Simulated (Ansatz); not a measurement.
A series of calculations on Si$_{2}$H$_{6}$O$_{3}$F

## 1. Relaxation

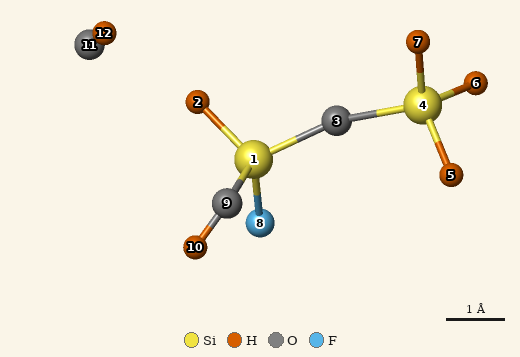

This is the input geometry for a relaxation of Si2H6O3F (multiplicity 2). A ball-and-stick model, seen face on.

The run prepares an end point of a later path (reaction) calculation, from a guessed geometry.

Level of theory: UHF/def2-SVP in Ansatz.

Input file:
```yaml
crystal:
  periodic: [false, false, false]
  atoms:
    - { symbol: Si, position_ang: [0.021913, -0.161535, 0.157322] }
    - { symbol: H, position_ang: [0.07524, 0.459239, 1.476929] }
    - { symbol: O, position_ang: [1.493758, -0.604434, -0.32805] }
    - { symbol: Si, position_ang: [2.68541, -1.462206, -1.075858] }
    - { symbol: H, position_ang: [2.122318, -2.262514, -2.182868] }
    - { symbol: H, position_ang: [3.696418, -0.524268, -1.601593] }
    - { symbol: H, position_ang: [3.320966, -2.366689, -0.09716] }
    - { symbol: F, position_ang: [-0.579239, 0.911113, -0.872136] }
    - { symbol: O, position_ang: [-0.958814, -1.464999, 0.132474] }
    - { symbol: H, position_ang: [-1.884177, -1.374056, -0.031702] }
    - { symbol: O, position_ang: [-0.602871, 0.178128, 3.574955] }
    - { symbol: H, position_ang: [-0.355922, -0.74118, 3.668186] }
magnetization:
  spin_polarized: true
  initial_magnetization: 1
basis:
  gaussian: { orbitals: def2-SVP }
hamiltonian:
  xc: hf
relax:
  f_tol: 0.03
  max_steps: 50
output:
  orbitals: {}
```

Run as
```bash
ansatz run input.yaml --threads 4 --pin off --max-ram 5120MiB --backend cpu --events-out ev --progress --plain --runs-dir out
```

> Where does the relaxation end?

The atom that moves furthest after the best rigid fit is O11 (1.19 Å). By element the largest moves are O 1.19 Å, H 1.13 Å, Si 0.34 Å, F 0.27 Å. Among the contacts that change: Si1–O9 1.631 → 1.639 Å, Si1–H2 1.459 → 1.454 Å. Among the angles between lasting bonds that change: Si1–O3–Si4 160.1° → 164.6°, H2–Si1–O9 112.1° → 107.6°, O3–Si1–O9 109.0° → 111.3°. Groups turn about Si1–O9 by about 90°. After 40 accepted moves (43 points after the start) the energy has fallen by 0.280 eV. Largest force component: 0.28 eV/Å at the start, 0.026 eV/Å at the end. The line search rejected the trial steps at points 17, 20, 27 of the run. The forces were under the threshold at step 22, but the run went on from there. Cost: 2.4 min on 4 threads of Arm Neoverse V1 (shared host), peak memory 0.54 GiB.

Step by step:

```tsv
step	E − E(0), eV	largest force component, eV/Å	note
0	0.0000	0.2783	
1	-0.0335	1.0156	
2	-0.0566	0.7608	
3	-0.0713	0.5102	
4	-0.0714	0.2513	
5	-0.0792	0.0997	
6	-0.0834	0.0629	
7	-0.0903	0.3358	
8	-0.1031	0.5365	
9	-0.1246	0.5330	
10	-0.1559	0.3834	
12	-0.2127	0.2151	
13	-0.2286	0.4089	
15	-0.2564	0.2542	
17	-0.2558	0.9549	rejected
19	-0.2697	0.1609	
20	-0.2692	0.4173	rejected
22	-0.2733	0.0124	
24	-0.2746	0.0678	
26	-0.2757	0.0255	
27	-0.2735	0.1463	rejected
29	-0.2765	0.1098	
31	-0.2771	0.0455	
33	-0.2776	0.0914	
34	-0.2778	0.0738	
36	-0.2781	0.0384	
38	-0.2784	0.0853	
40	-0.2791	0.1211	
41	-0.2791	0.1574	
43	-0.2796	0.0257
```

Final geometry:

```xyz
12

Si    0.2901    0.0374    0.2333
H     0.7976    1.0712    1.1214
O     1.4534   -0.9075   -0.3610
Si    2.6749   -1.5485   -1.2678
H     2.0987   -2.4084   -2.3213
H     3.4577   -0.4586   -1.8858
H     3.5454   -2.3526   -0.3885
F    -0.4488    0.7239   -1.0099
O    -0.8168   -0.8355    1.0689
H    -1.2789   -1.5511    0.6572
O    -1.4605   -0.5511    3.9562
H    -1.2778   -0.6327    3.0179
```

After the run, drawn alike:

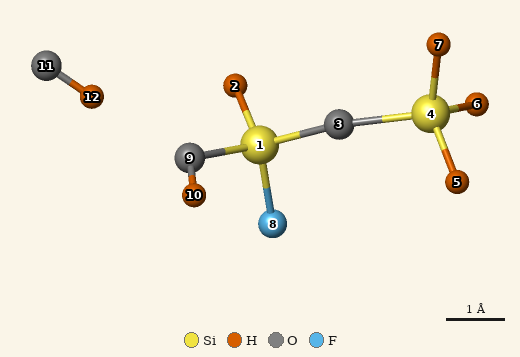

Limits of the set-up: the start holds two separate molecules, 2.2 Å apart at their closest, whose relative position is a soft coordinate and is computed without a dispersion correction; Hartree-Fock leaves out electron correlation.

## 2. Relaxation

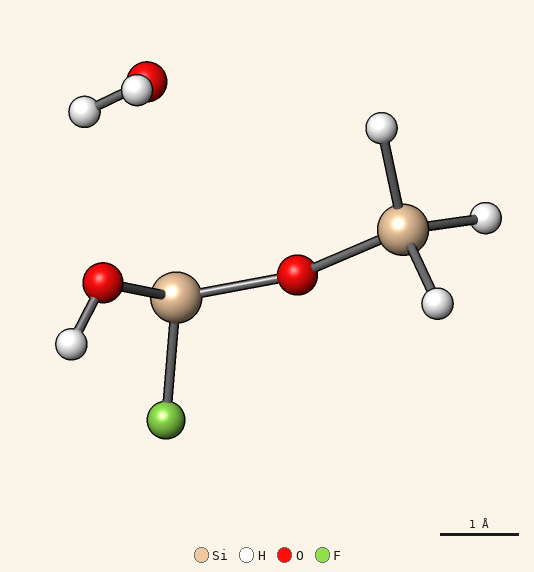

Si$_{2}$H$_{6}$O$_{3}$F (multiplicity 2), before the relaxation. Style: ball-and-stick. Shown face on.

The run prepares an end point of a later path (reaction) calculation, from a guessed geometry.

The calculation used UHF/def2-SVP in Ansatz.

The input:
```yaml
crystal:
  periodic: [false, false, false]
  atoms:
    - { symbol: Si, position_ang: [-0.189825, 0.242913, -0.156446] }
    - { symbol: H, position_ang: [-0.138801, 0.161314, 2.51168] }
    - { symbol: O, position_ang: [1.232369, -0.372834, -0.612892] }
    - { symbol: Si, position_ang: [2.529249, -1.384733, -0.702761] }
    - { symbol: H, position_ang: [2.264849, -2.433852, -1.71135] }
    - { symbol: H, position_ang: [3.71909, -0.606768, -1.101] }
    - { symbol: H, position_ang: [2.768323, -2.028239, 0.605553] }
    - { symbol: F, position_ang: [-0.962152, 0.702995, -1.502134] }
    - { symbol: O, position_ang: [-1.184669, -0.90457, 0.49916] }
    - { symbol: H, position_ang: [-1.968006, -1.102748, 0.000524] }
    - { symbol: O, position_ang: [0.655082, -0.399261, 2.495574] }
    - { symbol: H, position_ang: [0.30949, -1.287617, 2.494592] }
magnetization:
  spin_polarized: true
  initial_magnetization: 1
basis:
  gaussian: { orbitals: def2-SVP }
hamiltonian:
  xc: hf
relax:
  f_tol: 0.03
  max_steps: 50
output:
  orbitals: {}
```

Run as
```bash
ansatz run input.yaml --threads 4 --pin off --max-ram 5120MiB --backend cpu --events-out ev --progress --plain --runs-dir out
```

Q: What does the optimiser find from here?

A: The largest move after the best rigid fit is that of H6, 1.26 Å. Largest moves by element: H 1.26 Å, F 0.54 Å, O 0.53 Å, Si 0.36 Å. Near-neighbour distances that change, for instance: H2–O11 0.972 → 0.945 Å, O3–Si4 1.647 → 1.654 Å, O11–H12 0.953 → 0.949 Å, Si1–F8 1.618 → 1.614 Å. Among the angles between lasting bonds that change: Si1–O3–Si4 160.5° → 151.4°, H2–O11–H12 104.0° → 106.2°, O3–Si4–H5 109.4° → 107.2°. Groups turn about O3–Si4 by about 105°, Si1–O3 by about 50°. Over 20 accepted moves (23 points after the start) the energy falls by 0.198 eV. The largest force component goes from 1.2 to 0.018 eV/Å. The line search rejected the trial steps at points 3, 8, 17 of the run.

Final geometry:

```xyz
12

Si   -0.3469    0.1271   -0.4645
H     1.0293    0.1530    2.8554
O     0.9596   -0.7208   -0.8989
Si    2.4273   -1.4030   -0.5597
H     3.0231   -1.8223   -1.8467
H     3.3244   -0.4213    0.0816
H     2.2599   -2.5922    0.2976
F    -1.2429    0.3398   -1.7901
O    -1.3260   -0.7248    0.5595
H    -2.1664   -1.0082    0.2301
O     0.9810   -0.4807    2.1557
H     0.1125   -0.8600    2.2007
```

After the run, drawn alike:

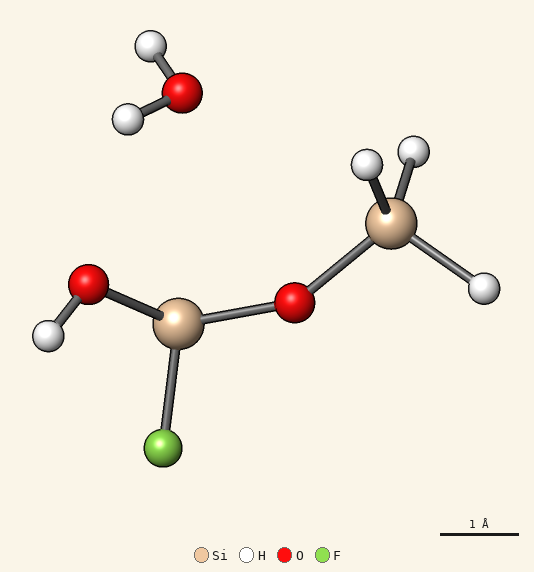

Limits of the set-up: the start holds two separate molecules, 2.5 Å apart at their closest, whose relative position is a soft coordinate and is computed without a dispersion correction; Hartree-Fock leaves out electron correlation.

## 3. Path

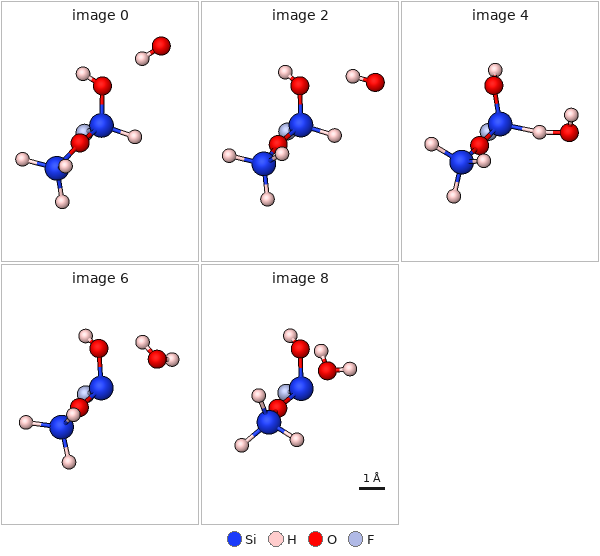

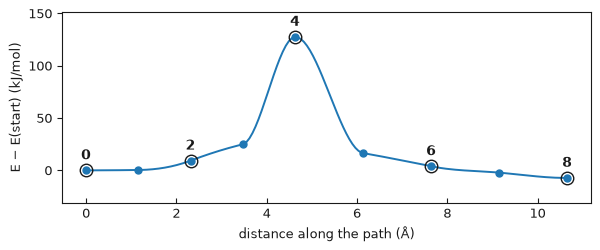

A nudged-elastic-band calculation for Si2H6O3F (multiplicity 2). Images are numbered from 0 (start) to 8 (end). A ball-and-stick model, seen from a free direction.

All numbers below come from Ansatz 0.2.0, UHF/def2-SVP. Settings: 7 movable images; climbing image; force threshold 0.03 eV/Å; iteration limit 60; starting path through a guess of the saddle point.

Q: Describe the mechanism and the energy profile.

A: A hydrogen atom shifts from one atom to another. Breaking: H–Si (1.45 → 3.59 Å). Forming: H–O (3.97 → 0.95 Å). The energy climbs by 127.6 kJ/mol to image 4 and then falls by 134.8 kJ/mol, so the end point sits at −7.2 kJ/mol. The band is converged. At the top, the vibrational analysis gives one imaginary mode (2628i cm⁻¹), as a transition state must have.

Limits of the set-up: Hartree-Fock leaves out electron correlation.

The run took 15 min on 4 threads of Arm Neoverse V1 (shared host), peak memory 0.54 GiB.
